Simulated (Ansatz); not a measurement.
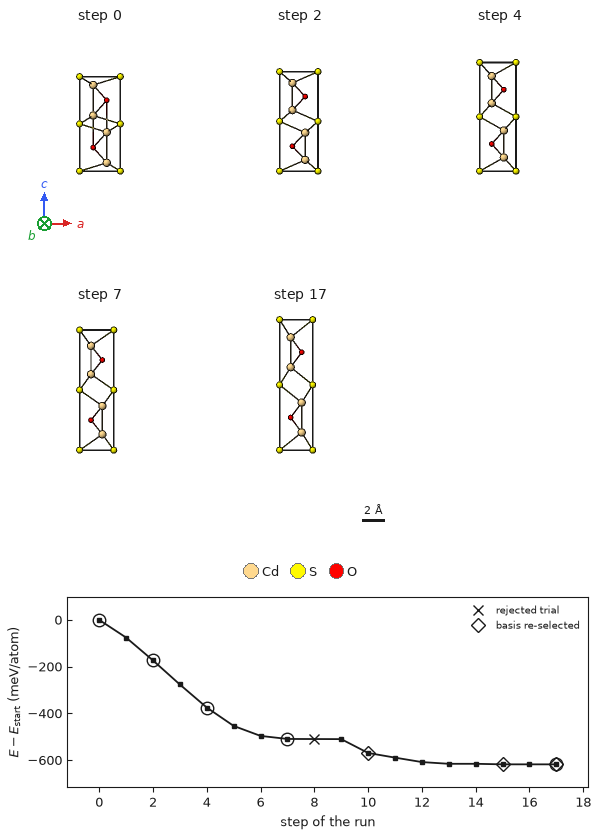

Frames of a relaxation of crystalline Cd₂SO (a generated structure, set up in P6_3/mmc) (coarse preliminary run), marked on the history of the run. The picture is a ball-and-stick view of the cell of the calculation, seen along the b axis.

All numbers below come from DFT PBE, scalar-relativistic, plane waves, PAW in Ansatz 0.2.0. (plane-wave cutoff 420 eV; k-point mesh 6 × 6 × 2; occupations gaussian; smearing width 0.1 eV; no spin polarisation; cell and atoms relaxed; force threshold 0.04 eV/Å; at most 70 steps)

> Describe the path.

The largest moves relative to the cell, 0.58 Å, are those of Cd atoms. O and S stay in place. The drawn cell changes as follows: a = b 4.428 → 3.600 Å (−18.7 %), c 8.908 → 12.301 Å (+38.1 %); the volume changes by −8.7 %. Near-neighbour distances that change, for instance: Cd–O 3.016 → 4.744 Å, Cd–O 2.934 → 2.510 Å, Cd–Cd 2.877 → 2.814 Å, Cd–S 2.676 → 2.665 Å. Among the angles between lasting bonds that change: Cd–S–Cd 111.7° → 85.0°, Cd–S–Cd 68.3° → 95.0°, S–Cd–S 111.7° → 85.0°. The space group stays P6_3/mmc (No. 194). The energy falls by 618 meV per atom in 13 accepted moves (17 points after the start). Largest force component: 0.9 eV/Å at the start, 0.00026 eV/Å at the end. The pressure goes from −3.33 to 0.01 GPa. The line search rejected the trial step at point 8 of the run. At 3 points the geometry stayed and the basis and grid were re-selected for the new cell (energy shift of 59.2 meV per atom at most each time). The run took 81 s on 1 thread of Intel(R) Xeon(R) Gold 6455B (Sapphire Rapids), with other jobs on the host, peak memory 0.49 GiB. From step 0 to 2: Cd atoms move most (0.23 Å), volume −6.5 %, energy −173 meV per atom. From step 2 to 4: Cd atoms move most (0.12 Å), volume −1.9 %, energy −201 meV per atom. From step 4 to 7: Cd atoms move most (0.07 Å), volume −2.5 %, energy −134 meV per atom. From step 7 to 17: Cd atoms move most (0.05 Å), volume +2.0 %, energy −109 meV per atom.

```json
{"step": "0", "E − E(0), meV/atom": "0.00", "largest force component, eV/Å": "0.9005", "pressure, GPa": "-3.33", "volume, Å³/atom": "18.911", "note": ""}
{"step": "1", "E − E(0), meV/atom": "-75.58", "largest force component, eV/Å": "0.8730", "pressure, GPa": "1.45", "volume, Å³/atom": "17.605", "note": ""}
{"step": "2", "E − E(0), meV/atom": "-173.37", "largest force component, eV/Å": "0.0822", "pressure, GPa": "0.79", "volume, Å³/atom": "17.684", "note": ""}
{"step": "3", "E − E(0), meV/atom": "-276.39", "largest force component, eV/Å": "0.0019", "pressure, GPa": "1.13", "volume, Å³/atom": "17.548", "note": ""}
{"step": "4", "E − E(0), meV/atom": "-374.83", "largest force component, eV/Å": "0.2512", "pressure, GPa": "1.51", "volume, Å³/atom": "17.346", "note": ""}
{"step": "5", "E − E(0), meV/atom": "-453.50", "largest force component, eV/Å": "0.2777", "pressure, GPa": "0.90", "volume, Å³/atom": "17.217", "note": ""}
{"step": "6", "E − E(0), meV/atom": "-496.26", "largest force component, eV/Å": "0.1181", "pressure, GPa": "-1.73", "volume, Å³/atom": "17.323", "note": ""}
{"step": "7", "E − E(0), meV/atom": "-509.27", "largest force component, eV/Å": "0.0374", "pressure, GPa": "-0.80", "volume, Å³/atom": "16.914", "note": ""}
{"step": "8", "E − E(0), meV/atom": "-509.37", "largest force component, eV/Å": "0.1918", "pressure, GPa": "1.03", "volume, Å³/atom": "16.615", "note": "rejected"}
{"step": "9", "E − E(0), meV/atom": "-510.01", "largest force component, eV/Å": "0.0079", "pressure, GPa": "-0.17", "volume, Å³/atom": "16.789", "note": ""}
{"step": "10", "E − E(0), meV/atom": "-569.25", "largest force component, eV/Å": "0.0774", "pressure, GPa": "3.72", "volume, Å³/atom": "16.789", "note": "same geometry, new basis"}
{"step": "11", "E − E(0), meV/atom": "-589.11", "largest force component, eV/Å": "0.0289", "pressure, GPa": "2.82", "volume, Å³/atom": "16.890", "note": ""}
{"step": "12", "E − E(0), meV/atom": "-608.16", "largest force component, eV/Å": "0.0176", "pressure, GPa": "1.24", "volume, Å³/atom": "17.093", "note": ""}
{"step": "13", "E − E(0), meV/atom": "-615.57", "largest force component, eV/Å": "0.0519", "pressure, GPa": "0.23", "volume, Å³/atom": "17.190", "note": ""}
{"step": "14", "E − E(0), meV/atom": "-615.57", "largest force component, eV/Å": "0.0153", "pressure, GPa": "-0.03", "volume, Å³/atom": "17.241", "note": ""}
{"step": "15", "E − E(0), meV/atom": "-617.83", "largest force component, eV/Å": "0.0166", "pressure, GPa": "0.13", "volume, Å³/atom": "17.241", "note": "same geometry, new basis"}
{"step": "16", "E − E(0), meV/atom": "-617.89", "largest force component, eV/Å": "0.0002", "pressure, GPa": "0.01", "volume, Å³/atom": "17.257", "note": ""}
{"step": "17", "E − E(0), meV/atom": "-617.90", "largest force component, eV/Å": "0.0003", "pressure, GPa": "0.01", "volume, Å³/atom": "17.257", "note": "same geometry, new basis"}
```
